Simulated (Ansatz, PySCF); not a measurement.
Pulling on the B1–H3 bond in iminoborane (SMILES B=N) (multiplicity 1 held, fragments rigid). Energies count from the point at 1.167 Å.
Geometry at that point (charge 0, multiplicity 1):
```xyz
4

B      0.00000     0.00000    -0.69206
N      0.00000     0.00000     0.54092
H      0.00000     0.00000    -1.85891
H      0.00000     0.00000     1.53277
```

Restricted levels (R-, RO-) in cc, def2 and unpolarised 6-31G sets keep to the state of the molecule at rest. Unrestricted levels (U-) break spin symmetry where that is lower. Active spaces are followed from a long bond inwards. Curves can end on different states.

Correlated levels freeze the cores. Rows in 6-31G* carry no dispersion term and start afresh at each structure (6-31G* with six Cartesian d functions).

The values were computed with Ansatz (Gaussian basis) for Hartree–Fock, density functionals and correlated methods; PySCF for 6-31G* rows. Values without a source in brackets are computed.

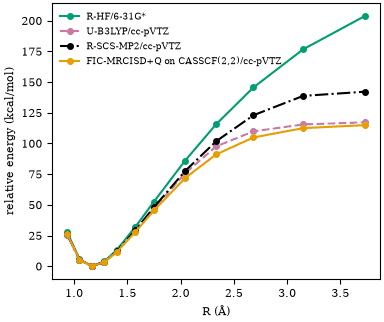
Figure. Relative energy along the coordinate

Question: Read off the R-HF/6-31G* curve at R = 2.334.

Answer: about 120 kcal/mol

Doubts at one or more of the structures used: a restricted determinant that unrestricted orbitals would lower (R-HF/6-31G*, R-SCS-MP2/cc-pVTZ); a spin-contaminated determinant (U-B3LYP/cc-pVTZ).

Ansatz is a first-principles code.
